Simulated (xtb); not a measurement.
# C3H7Cl2Ga: geometry relaxation (part 3 of 4)

The same run, continued: C3H7Cl2Ga (GaCl2(iPr)), SMILES C[CH](C)[Ga]([Cl])[Cl]; GFN2-xTB (xtb 6.7.1). 

Geometry of the input (Å):
```
Ga 1.2462  1.4026  -0.0072
Cl 3.4234  1.5735  -0.0157
Cl 0.2889  3.2708  -0.0449
C  0.3261  -0.4074  -0.0235
C  -0.7089  -0.4142  -1.1592
C  -0.4783  -0.6946  1.3065
H  1.0045  -1.2211  -0.0408
H  -0.1591  -0.3820  -2.2721
H  -1.3630  0.3865  -1.2321
H  -1.3100  -1.3290  -1.1823
H  -1.0495  -1.3834  1.3191
H  0.2252  -0.6214  2.0768
H  -1.0995  0.1814  1.4147
```

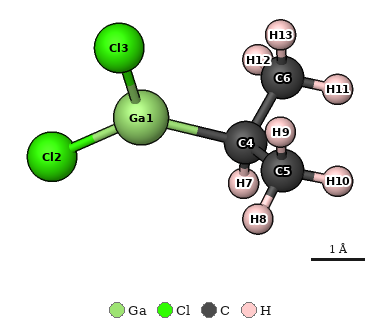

Figure 1. The geometry at step 6 of the log (ball-and-stick view, seen at a tilt; atoms are numbered from 1 in the order of the input).

Output, continued
```
 SCC (total)                   0 d,  0 h,  0 min,  0.021 sec
 SCC setup                      ...        0 min,  0.000 sec (  0.758%)
 Dispersion                     ...        0 min,  0.000 sec (  0.495%)
 classical contributions        ...        0 min,  0.000 sec (  0.207%)
 integral evaluation            ...        0 min,  0.005 sec ( 21.684%)
 iterations                     ...        0 min,  0.006 sec ( 27.576%)
 molecular gradient             ...        0 min,  0.010 sec ( 47.733%)
 printout                       ...        0 min,  0.000 sec (  1.296%)

         :::::::::::::::::::::::::::::::::::::::::::::::::::::
         ::                     SUMMARY                     ::
         :::::::::::::::::::::::::::::::::::::::::::::::::::::
         :: total energy             -20.414189633221 Eh    ::
         :: gradient norm              0.000235968124 Eh/a0 ::
         :: HOMO-LUMO gap              3.612588376926 eV    ::
         ::.................................................::
         :: SCC energy               -20.567689241409 Eh    ::
         :: -> isotropic ES            0.015826629688 Eh    ::
         :: -> anisotropic ES          0.000975518199 Eh    ::
         :: -> anisotropic XC          0.005488134011 Eh    ::
         :: -> dispersion             -0.009445316431 Eh    ::
         :: repulsion energy           0.153499608187 Eh    ::
         :: add. restraining           0.000000000000 Eh    ::
         :: total charge              -0.000000000000 e     ::
         :::::::::::::::::::::::::::::::::::::::::::::::::::::

           -------------------------------------------------
          |                Property Printout                |
           -------------------------------------------------

    * Orbital Energies and Occupations

         #    Occupation            Energy/Eh            Energy/eV
      -------------------------------------------------------------
         1        2.0000           -1.0598816             -28.8408
       ...           ...                  ...                  ...
         6        2.0000           -0.5578793             -15.1807
         7        2.0000           -0.5275572             -14.3556
         8        2.0000           -0.5075231             -13.8104
         9        2.0000           -0.5025626             -13.6754
        10        2.0000           -0.4843016             -13.1785
        11        2.0000           -0.4648593             -12.6495
        12        2.0000           -0.4598715             -12.5137
        13        2.0000           -0.4509455             -12.2709
        14        2.0000           -0.4498902             -12.2421
        15        2.0000           -0.4445603             -12.0971
        16        2.0000           -0.4421963             -12.0328
        17        2.0000           -0.4306693             -11.7191
        18        2.0000           -0.4043939             -11.0041 (HOMO)
        19                         -0.2716337              -7.3915 (LUMO)
        20                         -0.1506632              -4.0998
        21                         -0.0241814              -0.6580
        22                         -0.0053435              -0.1454
        23                          0.0140466               0.3822
        24                          0.0200662               0.5460
        25                          0.0214379               0.5834
        26                          0.0215990               0.5877
        27                          0.0226697               0.6169
        28                          0.0227945               0.6203
        29                          0.0259938               0.7073
       ...                                ...                  ...
        46                          1.6956446              46.1408
      -------------------------------------------------------------
                  HL-Gap            0.1327602 Eh            3.6126 eV
             Fermi-level           -0.3380138 Eh           -9.1978 eV

     #   Z          covCN         q      C6AA      α(0)
     1  31 ga       2.453     0.053   217.425    33.067
     2  17 cl       0.792    -0.106   102.325    15.474
     3  17 cl       0.792    -0.116   102.645    15.498
     4   6 c        3.708    -0.025    21.155     6.574
     5   6 c        3.768    -0.102    22.481     6.757
     6   6 c        3.768    -0.100    22.452     6.753
     7   1 h        0.924     0.066     2.132     2.283
     8   1 h        0.924     0.048     2.344     2.394
     9   1 h        0.924     0.067     2.121     2.277
    10   1 h        0.924     0.052     2.292     2.368
    11   1 h        0.924     0.052     2.292     2.368
    12   1 h        0.924     0.048     2.342     2.393
    13   1 h        0.924     0.063     2.167     2.302

 Mol. C6AA /au·bohr⁶  :       3466.988993
 Mol. C8AA /au·bohr⁸  :     154939.842045
 Mol. α(0) /au        :        100.509796

Wiberg/Mayer (AO) data.
largest (>0.10) Wiberg bond orders for each atom

 ---------------------------------------------------------------------------
     #   Z sym  total        # sym  WBO       # sym  WBO       # sym  WBO
 ---------------------------------------------------------------------------
     1  31 ga   3.502 --     2 cl   1.241     3 cl   1.237     4 c    0.753
     2  17 cl   1.495 --     1 ga   1.241     4 c    0.154
     3  17 cl   1.493 --     1 ga   1.237     4 c    0.153
     4   6 c    3.993 --     5 c    1.005     6 c    1.003     7 h    0.927
                             1 ga   0.753     2 cl   0.154     3 cl   0.153
     5   6 c    3.996 --     4 c    1.005    10 h    0.974     8 h    0.967
                             9 h    0.963
     6   6 c    3.996 --     4 c    1.003    11 h    0.974    12 h    0.967
                            13 h    0.965
     7   1 h    0.996 --     4 c    0.927
     8   1 h    0.998 --     5 c    0.967
     9   1 h    0.996 --     5 c    0.963
    10   1 h    0.992 --     5 c    0.974
    11   1 h    0.993 --     6 c    0.974
    12   1 h    0.998 --     6 c    0.967
    13   1 h    0.996 --     6 c    0.965
 ---------------------------------------------------------------------------

Topologies differ in total number of bonds
Writing topology from bond orders to xtbtopo.mol

molecular dipole:
                 x           y           z       tot (Debye)
 q only:       -0.815      -1.114       0.010
   full:       -0.709      -1.155      -0.001       3.445
molecular quadrupole (traceless):
                xx          xy          yy          xz          yz          zz
 q only:       -1.870      -3.203      -3.322       0.070       0.016       5.192
  q+dip:       -1.715      -2.461      -2.616      -0.065       0.070       4.331
   full:       -3.775      -2.379      -4.122      -0.140       0.090       7.897

           -------------------------------------------------
          |                Geometry Summary                 |
           -------------------------------------------------

      molecular mass/u    :      183.7167342
   center of mass at/Å    :        1.1377676       1.3401928      -0.0190769
  moments of inertia/u·Å² :        0.2734486E+03   0.4337208E+03   0.6006037E+03
rotational constants/cm⁻¹ :        0.6164826E-01   0.3886747E-01   0.2806781E-01

 * 11 selected distances

     #   Z          #   Z                                           value/Å
     1  31 ga       2  17 cl                                      2.1132011
     1  31 ga       3  17 cl                                      2.1139932 (max)
     4   6 c        5   6 c                                       1.5242326
     4   6 c        6   6 c                                       1.5257172
     4   6 c        7   1 h                                       1.0968369
     5   6 c        8   1 h                                       1.0917512
     5   6 c        9   1 h                                       1.0914402
     5   6 c       10   1 h                                       1.0908843 (min)
     6   6 c       11   1 h                                       1.0910737
     6   6 c       12   1 h                                       1.0919388
     6   6 c       13   1 h                                       1.0914728

 * 3 distinct bonds (by element types)

   Z      Z             #   av. dist./Å        max./Å        min./Å
   1 H    6 C           7     1.0921997     1.0968369     1.0908843
   6 C    6 C           2     1.5249749     1.5257172     1.5242326
  17 Cl  31 Ga          2     2.1135972     2.1139932     2.1132011

optimized geometry written to: xtbopt.coord

           -------------------------------------------------
          | TOTAL ENERGY              -20.414189633221 Eh   |
          | GRADIENT NORM               0.000235968124 Eh/α |
          | HOMO-LUMO GAP               3.612588376926 eV   |
           -------------------------------------------------

------------------------------------------------------------------------
------------------------------------------------------------------------
 total:
 *  cpu-time:     0 d,  0 h,  0 min,  0.364 sec
 * ratio c/w:     0.989 speedup
 SCF:
 *  cpu-time:     0 d,  0 h,  0 min,  0.030 sec
 * ratio c/w:     1.000 speedup
 ANC optimizer:
 *  cpu-time:     0 d,  0 h,  0 min,  0.310 sec
 * ratio c/w:     0.988 speedup
```

Standard error
```
normal termination of xtb
```

Trajectory as extended XYZ (Å, eV, eV/Å), 13 frames, from step=0 to step=12
```
13
Properties=species:S:1:pos:R:3 step=0 energy=-553.88838
Ga    1.2462    1.4026   -0.0072
Cl    3.4234    1.5735   -0.0157
Cl    0.2889    3.2708   -0.0449
C     0.3261   -0.4074   -0.0235
C    -0.7089   -0.4142   -1.1592
C    -0.4783   -0.6946    1.3065
H     1.0045   -1.2211   -0.0408
H    -0.1591   -0.3820   -2.2721
H    -1.3630    0.3865   -1.2321
H    -1.3100   -1.3290   -1.1823
H    -1.0495   -1.3834    1.3191
H     0.2252   -0.6214    2.0768
H    -1.0995    0.1814    1.4147
13
Properties=species:S:1:pos:R:3 step=1 energy=-555.30913
Ga    1.2748    1.4007   -0.0098
Cl    3.4014    1.5698   -0.0145
Cl    0.2853    3.2620   -0.0441
C     0.2977   -0.4154   -0.0339
C    -0.6889   -0.4295   -1.2021
C    -0.4651   -0.6313    1.3064
H     1.0197   -1.2215   -0.0837
H    -0.1605   -0.3924   -2.2259
H    -1.3631    0.4073   -1.2120
H    -1.2952   -1.3371   -1.1861
H    -1.0916   -1.4687    1.3000
H     0.2541   -0.6094    2.1045
H    -1.1228    0.2272    1.4406
13
Properties=species:S:1:pos:R:3 step=2 energy=-555.48287
Ga    1.3053    1.4002   -0.0245
Cl    3.4063    1.5651   -0.0125
Cl    0.2712    3.2438   -0.0403
C     0.2753   -0.4130   -0.0372
C    -0.6863   -0.4398   -1.2183
C    -0.4705   -0.5913    1.2961
H     1.0244   -1.2091   -0.1320
H    -0.1476   -0.4099   -2.1589
H    -1.3664    0.4142   -1.1839
H    -1.2859   -1.3497   -1.1990
H    -1.0795   -1.4804    1.2706
H     0.2512   -0.6184    2.1126
H    -1.1517    0.2501    1.4667
13
Properties=species:S:1:pos:R:3 step=3 energy=-555.49383
Ga    1.3162    1.4038   -0.0349
Cl    3.4225    1.5638   -0.0111
Cl    0.2624    3.2375   -0.0385
C     0.2672   -0.4093   -0.0336
C    -0.6903   -0.4437   -1.2190
C    -0.4713   -0.5819    1.2940
H     1.0192   -1.2035   -0.1387
H    -0.1358   -0.4030   -2.1576
H    -1.3730    0.4098   -1.1777
H    -1.2882   -1.3563   -1.1948
H    -1.0714   -1.4881    1.2650
H     0.2425   -0.6231    2.1199
H    -1.1542    0.2558    1.4666
13
Properties=species:S:1:pos:R:3 step=4 energy=-555.49679
Ga    1.3190    1.4051   -0.0302
Cl    3.4260    1.5691   -0.0117
Cl    0.2649    3.2374   -0.0407
C     0.2681   -0.4126   -0.0311
C    -0.6907   -0.4421   -1.2164
C    -0.4712   -0.5769    1.2915
H     1.0182   -1.2074   -0.1394
H    -0.1453   -0.4031   -2.1602
H    -1.3755    0.4087   -1.1745
H    -1.2835   -1.3574   -1.1988
H    -1.0656   -1.4931    1.2655
H     0.2338   -0.6259    2.1246
H    -1.1522    0.2599    1.4608
13
Properties=species:S:1:pos:R:3 step=5 energy=-555.49762
Ga    1.3207    1.4036   -0.0370
Cl    3.4269    1.5747   -0.0093
Cl    0.2683    3.2369   -0.0394
C     0.2699   -0.4159   -0.0322
C    -0.6919   -0.4425   -1.2146
C    -0.4723   -0.5761    1.2900
H     1.0173   -1.2117   -0.1386
H    -0.1449   -0.3973   -2.1592
H    -1.3774    0.4064   -1.1722
H    -1.2832   -1.3589   -1.1989
H    -1.0639   -1.4948    1.2715
H     0.2282   -0.6241    2.1255
H    -1.1520    0.2614    1.4539
13
Properties=species:S:1:pos:R:3 step=6 energy=-555.49795
Ga    1.3224    1.4021   -0.0313
Cl    3.4282    1.5767   -0.0096
Cl    0.2688    3.2349   -0.0419
C     0.2706   -0.4172   -0.0338
C    -0.6918   -0.4421   -1.2156
C    -0.4723   -0.5761    1.2893
H     1.0165   -1.2136   -0.1391
H    -0.1474   -0.3933   -2.1615
H    -1.3788    0.4050   -1.1691
H    -1.2821   -1.3593   -1.2007
H    -1.0615   -1.4957    1.2778
H     0.2262   -0.6209    2.1258
H    -1.1529    0.2614    1.4490
13
Properties=species:S:1:pos:R:3 step=7 energy=-555.49807
Ga    1.3239    1.4000   -0.0371
Cl    3.4298    1.5757   -0.0060
Cl    0.2677    3.2320   -0.0419
C     0.2711   -0.4181   -0.0342
C    -0.6904   -0.4412   -1.2165
C    -0.4732   -0.5756    1.2891
H     1.0160   -1.2156   -0.1387
H    -0.1492   -0.3900   -2.1627
H    -1.3797    0.4037   -1.1644
H    -1.2789   -1.3597   -1.2043
H    -1.0583   -1.4966    1.2861
H     0.2247   -0.6136    2.1266
H    -1.1577    0.2608    1.4435
13
Properties=species:S:1:pos:R:3 step=8 energy=-555.49822
Ga    1.3234    1.3990   -0.0329
Cl    3.4291    1.5734   -0.0054
Cl    0.2679    3.2309   -0.0444
C     0.2709   -0.4185   -0.0348
C    -0.6917   -0.4418   -1.2163
C    -0.4727   -0.5746    1.2882
H     1.0161   -1.2166   -0.1398
H    -0.1477   -0.3869   -2.1610
H    -1.3812    0.4028   -1.1628
H    -1.2791   -1.3610   -1.2062
H    -1.0550   -1.4971    1.2876
H     0.2263   -0.6078    2.1258
H    -1.1605    0.2599    1.4414
13
Properties=species:S:1:pos:R:3 step=9 energy=-555.49829
Ga    1.3231    1.3990   -0.0339
Cl    3.4288    1.5712   -0.0028
Cl    0.2689    3.2313   -0.0455
C     0.2700   -0.4182   -0.0343
C    -0.6919   -0.4425   -1.2167
C    -0.4723   -0.5738    1.2887
H     1.0152   -1.2163   -0.1390
H    -0.1481   -0.3862   -2.1619
H    -1.3818    0.4017   -1.1639
H    -1.2786   -1.3621   -1.2067
H    -1.0516   -1.4985    1.2883
H     0.2269   -0.6024    2.1268
H    -1.1626    0.2584    1.4403
13
Properties=species:S:1:pos:R:3 step=10 energy=-555.49834
Ga    1.3236    1.3992   -0.0348
Cl    3.4297    1.5695    0.0011
Cl    0.2704    3.2321   -0.0479
C     0.2699   -0.4178   -0.0345
C    -0.6925   -0.4428   -1.2165
C    -0.4726   -0.5729    1.2885
H     1.0147   -1.2163   -0.1387
H    -0.1488   -0.3871   -2.1619
H    -1.3835    0.4004   -1.1638
H    -1.2778   -1.3633   -1.2068
H    -1.0477   -1.5004    1.2901
H     0.2266   -0.5956    2.1270
H    -1.1661    0.2567    1.4376
13
Properties=species:S:1:pos:R:3 step=11 energy=-555.49838
Ga    1.3235    1.3993   -0.0356
Cl    3.4296    1.5673    0.0066
Cl    0.2737    3.2342   -0.0522
C     0.2697   -0.4175   -0.0351
C    -0.6927   -0.4439   -1.2168
C    -0.4731   -0.5719    1.2885
H     1.0147   -1.2158   -0.1385
H    -0.1500   -0.3875   -2.1624
H    -1.3849    0.3983   -1.1640
H    -1.2771   -1.3651   -1.2060
H    -1.0428   -1.5027    1.2933
H     0.2261   -0.5876    2.1273
H    -1.1708    0.2546    1.4343
13
Properties=species:S:1:pos:R:3 step=12 energy=-555.49840
Ga    1.3232    1.4004   -0.0359
Cl    3.4295    1.5651    0.0106
Cl    0.2757    3.2365   -0.0565
C     0.2693   -0.4164   -0.0351
C    -0.6932   -0.4446   -1.2167
C    -0.4733   -0.5717    1.2887
H     1.0151   -1.2139   -0.1381
H    -0.1502   -0.3898   -2.1623
H    -1.3856    0.3974   -1.1651
H    -1.2772   -1.3659   -1.2049
H    -1.0402   -1.5039    1.2942
H     0.2258   -0.5847    2.1274
H    -1.1731    0.2533    1.4332
```

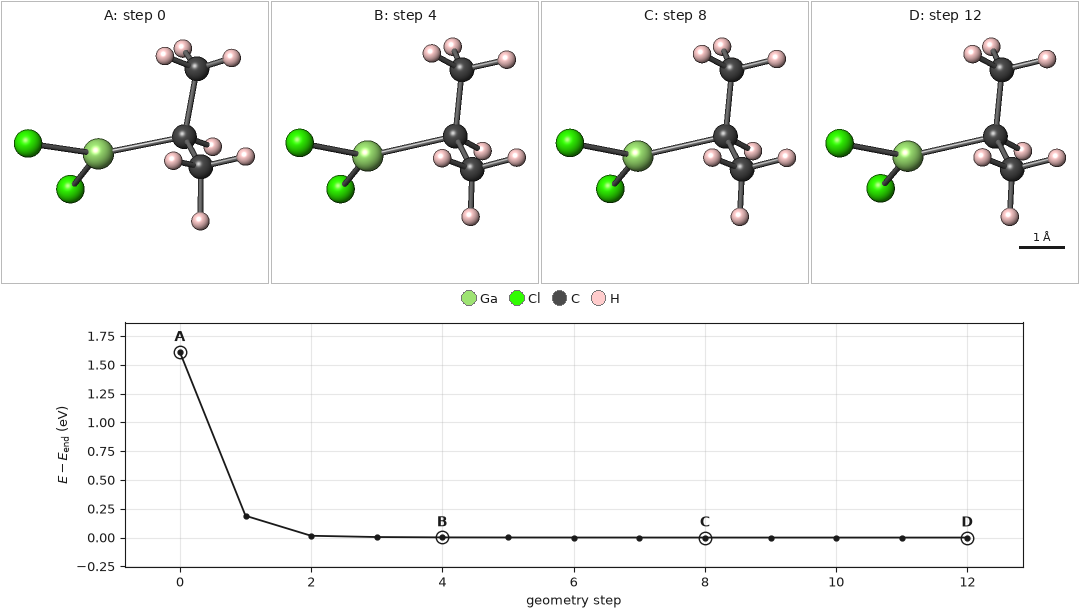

Figure 2. Frames of the relaxation (ball-and-stick view, seen at a tilt) above the curves, on which the letters mark them (steps are counted from 0).

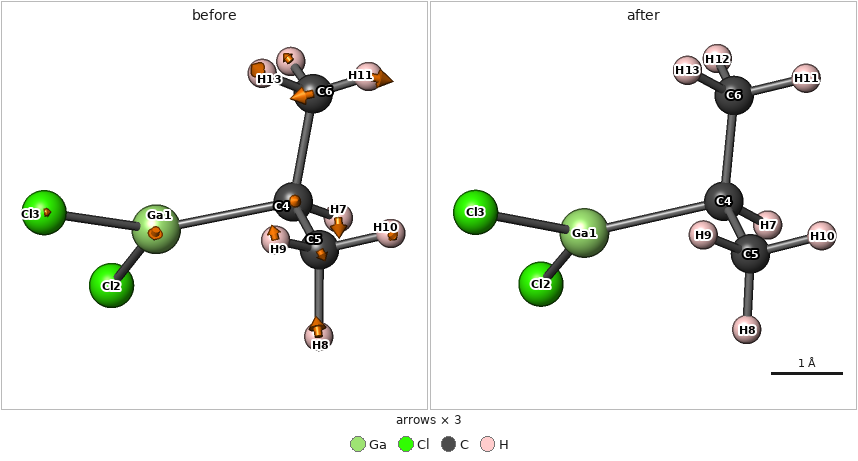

Figure 3. Before (left) and after (right) the relaxation, at one scale (ball-and-stick view, seen at a tilt). The orange arrows give the displacements, magnified 3 times. The atom that moves furthest after the best rigid fit is H11 (0.13 Å). By element the largest moves are H 0.13 Å, C 0.12 Å, Ga 0.08 Å, Cl 0.04 Å. Among the contacts that change: C6–H11 0.895 → 1.091 Å, C5–H8 1.242 → 1.092 Å, Ga1–Cl2 2.184 → 2.113 Å, Ga1–C4 2.030 → 2.100 Å. Among the angles that change: H11–C6–H12 118.2° → 108.6°, C6–C4–H7 101.5° → 109.8°, C4–C5–H9 118.3° → 110.5°. After 12 geometry steps the energy has fallen by 1.610 eV. (Atoms are counted from 1 in the order of the input.)

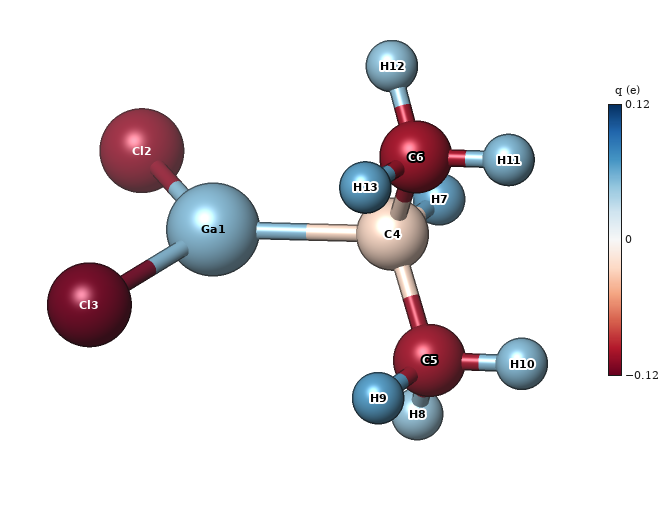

Figure 4. Mulliken charges, as the colour of each atom (ball-and-stick view, seen at a tilt; atoms are numbered from 1 in the order of the input). By element: Ga +0.05, Cl −0.12 to −0.11, C −0.10 to −0.02 and H +0.05 to +0.07 e.

The run was set up as follows.
